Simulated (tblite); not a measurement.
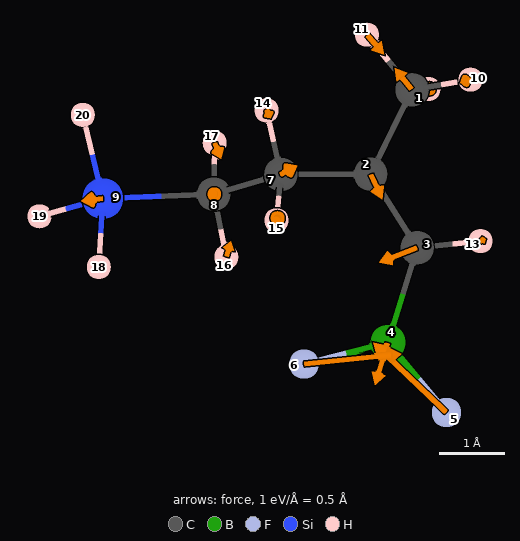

Starting geometry of C5H11BF2Si with the computed forces as orange arrows. The picture is a ball-and-stick view, seen face on.

The calculation used tblite, GFN2-xTB geometry optimisation, gas phase. 

> Is this structure relaxed? If not, where do the atoms go?

It isn't relaxed: the largest force vector, on an F atom, is 3.37 eV/Å. The final displacements have little in common with the starting forces (cosine between the two patterns 0.21). The energy falls by 68.1 kJ/mol in 148 geometry steps. The atom that moves furthest after the best rigid fit is an H atom (0.91 Å). By element the largest moves are H 0.91 Å, F 0.27 Å, C 0.11 Å, Si 0.10 Å, B 0.06 Å. Among the contacts that change: B–F 1.446 → 1.327 Å, C–H 1.120 → 1.089 Å, B–C 1.565 → 1.535 Å, C–Si 1.874 → 1.903 Å. Among the angles between lasting bonds that change: F–B–F 117.8° → 112.7°, C–C–C 119.2° → 115.1°, C–C–C 117.8° → 121.7°. Groups turn about C–C by about 50°.
